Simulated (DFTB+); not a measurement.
## Frequency calculation, with input and output: CH₄S₂ (part 3 of 3)

The same run, continued: CH₄S₂, SMILES SCS; DFTB2, R-SCC (DFTB+ 25.1). The geometry was optimised with DFTB2.

Geometry of the input (Å):
```
S  -1.2044  1.2111  -0.5406
C  -0.0825  0.1262  0.4066
S  1.2373  -0.4848  -0.7103
H  -1.6465  0.3055  -1.4473
H  -0.6381  -0.7165  0.8612
H  0.3493  0.7174  1.2330
H  1.9866  -1.1592  0.1982
```

**What the program printed, continued**
```
 iSCC Total electronic   Diff electronic      SCC error
    1   -0.81016305E+01    0.00000000E+00    0.15626692E-03
    2   -0.81016305E+01    0.10791586E-03    0.11198789E-03
    3   -0.81016305E+01   -0.40216719E-09    0.52675662E-05
    4   -0.81016305E+01   -0.39305093E-09    0.11510655E-05
    5   -0.81016305E+01   -0.33519854E-11    0.85798038E-07
    6   -0.81016305E+01   -0.81712415E-13    0.47394089E-07
    7   -0.81016305E+01    0.17763568E-14    0.50569504E-08
    8   -0.81016305E+01    0.00000000E+00    0.32486780E-09

Total Energy:                       -8.0484925733 H         -219.0106 eV
Extrapolated to 0K:                 -8.0484925733 H         -219.0106 eV
Total Mermin free energy:           -8.0484925733 H         -219.0106 eV
Force related energy:               -8.0484925733 H         -219.0106 eV

--------------------------------------------------------------------------------

***  Geometry step: 27

 iSCC Total electronic   Diff electronic      SCC error
    1   -0.81017605E+01    0.00000000E+00    0.19166508E-03
    2   -0.81017605E+01   -0.13009265E-03    0.13735975E-03
    3   -0.81017605E+01   -0.77687901E-09    0.14420464E-04
    4   -0.81017605E+01   -0.67399242E-09    0.15510569E-05
    5   -0.81017605E+01   -0.15374368E-10    0.10640816E-06
    6   -0.81017605E+01   -0.10835777E-12    0.64807951E-07
    7   -0.81017605E+01   -0.35527137E-14    0.11203467E-07
    8   -0.81017605E+01    0.17763568E-14    0.42910808E-09

Total Energy:                       -8.0484925737 H         -219.0106 eV
Extrapolated to 0K:                 -8.0484925737 H         -219.0106 eV
Total Mermin free energy:           -8.0484925737 H         -219.0106 eV
Force related energy:               -8.0484925737 H         -219.0106 eV

--------------------------------------------------------------------------------

***  Geometry step: 28

 iSCC Total electronic   Diff electronic      SCC error
    1   -0.81017306E+01    0.00000000E+00    0.62701882E-04
    2   -0.81017306E+01    0.29990736E-04    0.37844370E-04
    3   -0.81017306E+01   -0.21876723E-09    0.72545151E-05
    4   -0.81017306E+01   -0.14251889E-09    0.47280935E-06
    5   -0.81017306E+01   -0.31494807E-11    0.18634235E-07
    6   -0.81017306E+01   -0.71054274E-14    0.63280197E-08
    7   -0.81017306E+01    0.00000000E+00    0.48076332E-09

Total Energy:                       -8.0484926233 H         -219.0106 eV
Extrapolated to 0K:                 -8.0484926233 H         -219.0106 eV
Total Mermin free energy:           -8.0484926233 H         -219.0106 eV
Force related energy:               -8.0484926233 H         -219.0106 eV

--------------------------------------------------------------------------------

***  Geometry step: 29

 iSCC Total electronic   Diff electronic      SCC error
    1   -0.81016604E+01    0.00000000E+00    0.11897102E-03
    2   -0.81016604E+01    0.70166845E-04    0.85259328E-04
    3   -0.81016604E+01   -0.44229687E-09    0.25209606E-04
    4   -0.81016604E+01   -0.33177905E-09    0.91307991E-06
    5   -0.81016604E+01   -0.12084556E-10    0.38699956E-07
    6   -0.81016604E+01   -0.10302870E-12    0.23677729E-07
    7   -0.81016604E+01   -0.17763568E-14    0.93773000E-09

Total Energy:                       -8.0484926334 H         -219.0106 eV
Extrapolated to 0K:                 -8.0484926334 H         -219.0106 eV
Total Mermin free energy:           -8.0484926334 H         -219.0106 eV
Force related energy:               -8.0484926334 H         -219.0106 eV

--------------------------------------------------------------------------------

***  Geometry step: 30

 iSCC Total electronic   Diff electronic      SCC error
    1   -0.81017297E+01    0.00000000E+00    0.84627430E-04
    2   -0.81017297E+01   -0.69296275E-04    0.62205623E-04
    3   -0.81017297E+01   -0.11201173E-09    0.68763748E-05
    4   -0.81017297E+01   -0.99552366E-10    0.65521641E-06
    5   -0.81017297E+01   -0.27746694E-11    0.24951116E-07
    6   -0.81017297E+01   -0.21316282E-13    0.11252924E-07
    7   -0.81017297E+01   -0.17763568E-14    0.25018071E-08
    8   -0.81017297E+01    0.00000000E+00    0.17525004E-09

Total Energy:                       -8.0484926253 H         -219.0106 eV
Extrapolated to 0K:                 -8.0484926253 H         -219.0106 eV
Total Mermin free energy:           -8.0484926253 H         -219.0106 eV
Force related energy:               -8.0484926253 H         -219.0106 eV

--------------------------------------------------------------------------------

***  Geometry step: 31

 iSCC Total electronic   Diff electronic      SCC error
    1   -0.81016612E+01    0.00000000E+00    0.10514551E-03
    2   -0.81016612E+01    0.68440885E-04    0.68441699E-04
    3   -0.81016612E+01   -0.43206683E-09    0.10343302E-04
    4   -0.81016612E+01   -0.31613290E-09    0.63749089E-06
    5   -0.81016612E+01   -0.65583095E-11    0.11998828E-06
    6   -0.81016612E+01   -0.58619776E-13    0.20717402E-07
    7   -0.81016612E+01    0.35527137E-14    0.47983497E-08
    8   -0.81016612E+01   -0.35527137E-14    0.22389812E-09

Total Energy:                       -8.0484926243 H         -219.0106 eV
Extrapolated to 0K:                 -8.0484926243 H         -219.0106 eV
Total Mermin free energy:           -8.0484926243 H         -219.0106 eV
Force related energy:               -8.0484926243 H         -219.0106 eV

--------------------------------------------------------------------------------

***  Geometry step: 32

 iSCC Total electronic   Diff electronic      SCC error
    1   -0.81017423E+01    0.00000000E+00    0.10386337E-03
    2   -0.81017423E+01   -0.81071168E-04    0.67386063E-04
    3   -0.81017423E+01   -0.27230129E-09    0.94845966E-05
    4   -0.81017423E+01   -0.21982238E-09    0.63398203E-06
    5   -0.81017423E+01   -0.56896710E-11    0.28333434E-07
    6   -0.81017423E+01   -0.26645353E-13    0.16757107E-07
    7   -0.81017423E+01   -0.35527137E-14    0.20701810E-08
    8   -0.81017423E+01    0.17763568E-14    0.22778035E-09

Total Energy:                       -8.0484926044 H         -219.0106 eV
Extrapolated to 0K:                 -8.0484926044 H         -219.0106 eV
Total Mermin free energy:           -8.0484926044 H         -219.0106 eV
Force related energy:               -8.0484926044 H         -219.0106 eV

--------------------------------------------------------------------------------

***  Geometry step: 33

 iSCC Total electronic   Diff electronic      SCC error
    1   -0.81016486E+01    0.00000000E+00    0.10269312E-03
    2   -0.81016486E+01    0.93681455E-04    0.72025255E-04
    3   -0.81016486E+01   -0.40708770E-09    0.12017764E-04
    4   -0.81016486E+01   -0.31540281E-09    0.58789969E-06
    5   -0.81016486E+01   -0.83044682E-11    0.42163912E-07
    6   -0.81016486E+01   -0.19539925E-13    0.18041194E-07
    7   -0.81016486E+01    0.00000000E+00    0.37017232E-08
    8   -0.81016486E+01    0.17763568E-14    0.20877056E-09

Total Energy:                       -8.0484926139 H         -219.0106 eV
Extrapolated to 0K:                 -8.0484926139 H         -219.0106 eV
Total Mermin free energy:           -8.0484926139 H         -219.0106 eV
Force related energy:               -8.0484926139 H         -219.0106 eV

--------------------------------------------------------------------------------

***  Geometry step: 34

 iSCC Total electronic   Diff electronic      SCC error
    1   -0.81017610E+01    0.00000000E+00    0.14085500E-03
    2   -0.81017610E+01   -0.11234412E-03    0.10103891E-03
    3   -0.81017610E+01   -0.35594283E-09    0.11039863E-04
    4   -0.81017610E+01   -0.32610181E-09    0.68429667E-06
    5   -0.81017610E+01   -0.57926997E-11    0.61819464E-07
    6   -0.81017610E+01   -0.33750780E-13    0.36791814E-07
    7   -0.81017610E+01   -0.17763568E-14    0.31624641E-08
    8   -0.81017610E+01    0.17763568E-14    0.39618209E-09

Total Energy:                       -8.0484925766 H         -219.0106 eV
Extrapolated to 0K:                 -8.0484925766 H         -219.0106 eV
Total Mermin free energy:           -8.0484925766 H         -219.0106 eV
Force related energy:               -8.0484925766 H         -219.0106 eV

--------------------------------------------------------------------------------

***  Geometry step: 35

 iSCC Total electronic   Diff electronic      SCC error
    1   -0.81016300E+01    0.00000000E+00    0.18143957E-03
    2   -0.81016300E+01    0.13096339E-03    0.13015725E-03
    3   -0.81016300E+01   -0.51905680E-09    0.15529340E-04
    4   -0.81016300E+01   -0.49066173E-09    0.96298101E-06
    5   -0.81016300E+01   -0.90132346E-11    0.94933985E-07
    6   -0.81016300E+01   -0.92370556E-13    0.47742005E-07
    7   -0.81016300E+01   -0.71054274E-14    0.64048556E-08
    8   -0.81016300E+01    0.53290705E-14    0.77687001E-09

Total Energy:                       -8.0484925782 H         -219.0106 eV
Extrapolated to 0K:                 -8.0484925782 H         -219.0106 eV
Total Mermin free energy:           -8.0484925782 H         -219.0106 eV
Force related energy:               -8.0484925782 H         -219.0106 eV

--------------------------------------------------------------------------------

***  Geometry step: 36

 iSCC Total electronic   Diff electronic      SCC error
    1   -0.81017299E+01    0.00000000E+00    0.10082107E-03
    2   -0.81017299E+01   -0.99883740E-04    0.70961101E-04
    3   -0.81017299E+01   -0.37430858E-09    0.43403923E-05
    4   -0.81017299E+01   -0.32345859E-09    0.30430616E-06
    5   -0.81017299E+01   -0.11315393E-11    0.47481318E-07
    6   -0.81017299E+01   -0.15987212E-13    0.24760717E-07
    7   -0.81017299E+01    0.35527137E-14    0.18798327E-08
    8   -0.81017299E+01    0.17763568E-14    0.82471807E-10

Total Energy:                       -8.0484926307 H         -219.0106 eV
Extrapolated to 0K:                 -8.0484926307 H         -219.0106 eV
Total Mermin free energy:           -8.0484926307 H         -219.0106 eV
Force related energy:               -8.0484926307 H         -219.0106 eV

--------------------------------------------------------------------------------

***  Geometry step: 37

 iSCC Total electronic   Diff electronic      SCC error
    1   -0.81016611E+01    0.00000000E+00    0.16420293E-03
    2   -0.81016611E+01    0.68832006E-04    0.11231566E-03
    3   -0.81016611E+01   -0.74430595E-09    0.92152485E-05
    4   -0.81016611E+01   -0.61586825E-09    0.79495759E-06
    5   -0.81016611E+01   -0.24442670E-11    0.62676315E-07
    6   -0.81016611E+01   -0.81712415E-13    0.27613041E-07
    7   -0.81016611E+01   -0.35527137E-14    0.37512433E-08
    8   -0.81016611E+01    0.00000000E+00    0.29180625E-09

Total Energy:                       -8.0484926172 H         -219.0106 eV
Extrapolated to 0K:                 -8.0484926172 H         -219.0106 eV
Total Mermin free energy:           -8.0484926172 H         -219.0106 eV
Force related energy:               -8.0484926172 H         -219.0106 eV

--------------------------------------------------------------------------------

***  Geometry step: 38

 iSCC Total electronic   Diff electronic      SCC error
    1   -0.81016645E+01    0.00000000E+00    0.14988907E-04
    2   -0.81016645E+01   -0.34564198E-05    0.90603199E-05
    3   -0.81016645E+01   -0.10714984E-10    0.89243645E-06
    4   -0.81016645E+01   -0.65423222E-11    0.68497783E-07
    5   -0.81016645E+01   -0.60396133E-13    0.12547206E-07
    6   -0.81016645E+01   -0.17763568E-14    0.32913128E-09

Total Energy:                       -8.0484926435 H         -219.0106 eV
Extrapolated to 0K:                 -8.0484926435 H         -219.0106 eV
Total Mermin free energy:           -8.0484926435 H         -219.0106 eV
Force related energy:               -8.0484926435 H         -219.0106 eV

--------------------------------------------------------------------------------

***  Geometry step: 39

 iSCC Total electronic   Diff electronic      SCC error
    1   -0.81017265E+01    0.00000000E+00    0.16012161E-03
    2   -0.81017265E+01   -0.61923538E-04    0.10918349E-03
    3   -0.81017265E+01   -0.63513284E-09    0.56874491E-05
    4   -0.81017265E+01   -0.53269744E-09    0.10955490E-05
    5   -0.81017265E+01   -0.13411494E-11    0.45572118E-07
    6   -0.81017265E+01   -0.40856207E-13    0.27604877E-07
    7   -0.81017265E+01    0.17763568E-14    0.21306787E-08
    8   -0.81017265E+01   -0.17763568E-14    0.24425217E-09

Total Energy:                       -8.0484926285 H         -219.0106 eV
Extrapolated to 0K:                 -8.0484926285 H         -219.0106 eV
Total Mermin free energy:           -8.0484926285 H         -219.0106 eV
Force related energy:               -8.0484926285 H         -219.0106 eV

--------------------------------------------------------------------------------

***  Geometry step: 40

 iSCC Total electronic   Diff electronic      SCC error
    1   -0.81017372E+01    0.00000000E+00    0.87481189E-04
    2   -0.81017372E+01   -0.10760544E-04    0.55493485E-04
    3   -0.81017372E+01   -0.15776003E-09    0.25209724E-05
    4   -0.81017372E+01   -0.99893427E-10    0.74407723E-06
    5   -0.81017372E+01   -0.81890050E-12    0.44715498E-07
    6   -0.81017372E+01   -0.71054274E-14    0.54842060E-08
    7   -0.81017372E+01   -0.17763568E-14    0.63969130E-09

Total Energy:                       -8.0484926121 H         -219.0106 eV
Extrapolated to 0K:                 -8.0484926121 H         -219.0106 eV
Total Mermin free energy:           -8.0484926121 H         -219.0106 eV
Force related energy:               -8.0484926121 H         -219.0106 eV

--------------------------------------------------------------------------------

***  Geometry step: 41

 iSCC Total electronic   Diff electronic      SCC error
    1   -0.81016538E+01    0.00000000E+00    0.29572513E-03
    2   -0.81016538E+01    0.83448250E-04    0.19286054E-03
    3   -0.81016538E+01   -0.17065798E-08    0.83753811E-05
    4   -0.81016538E+01   -0.13002825E-08    0.38874175E-05
    5   -0.81016538E+01   -0.11430856E-10    0.10574312E-06
    6   -0.81016538E+01   -0.20783375E-12    0.58238085E-07
    7   -0.81016538E+01   -0.17763568E-14    0.69518123E-08
    8   -0.81016538E+01    0.00000000E+00    0.17657320E-09

Total Energy:                       -8.0484926013 H         -219.0106 eV
Extrapolated to 0K:                 -8.0484926013 H         -219.0106 eV
Total Mermin free energy:           -8.0484926013 H         -219.0106 eV
Force related energy:               -8.0484926013 H         -219.0106 eV

Second derivatives completed
Hessian matrix written to hessian.out
Born charges matrix written to born.out

--------------------------------------------------------------------------------
--------------------------------------------------------------------------------
SCC                                    +       0.19 ( 93.0%)       0.30 ( 96.8%)
--------------------------------------------------------------------------------
Missing                                +       0.01 (  7.0%)       0.01 (  3.2%)
Total                                  =       0.20 (100.0%)       0.31 (100.0%)
--------------------------------------------------------------------------------
```

**File modes.log**
```
|  DFTB+ (MODES 0.03)

Interpreting input file 'modes_in.hsd'
--------------------------------------------------------------------------------
--------------------------------------------------------------------------------

Starting main program

 Vibrational modes
      freq.
Mode  cm-1
    1   -0.00
    2    0.00
    3    0.00
    4    0.00
    5    0.00
    6    0.00
    7  114.86
    8  176.61
    9  213.84
   10  651.48
   11  709.54
   12  759.30
   13  846.12
   14  913.31
   15 1130.12
   16 1204.43
   17 1396.15
   18 2637.27
   19 2658.16
   20 2840.94
   21 2934.65
```

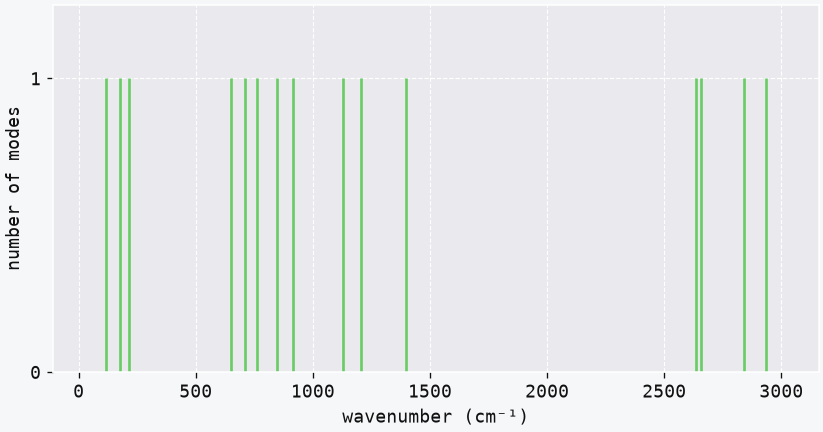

Figure 1. Harmonic vibrational wavenumbers from the force constants; neighbouring modes closer than 13 cm⁻¹ are counted in one stick. 15 modes from 115 to 2935 cm⁻¹, none imaginary.

**Results in brief**

- outcome: converged
- total energy: −8.048493 hartree
- zero-point energy: 0.043711 hartree
- wavenumbers, lowest and highest: 115 and 2935 cm⁻¹
- peak memory: 0.07 GiB
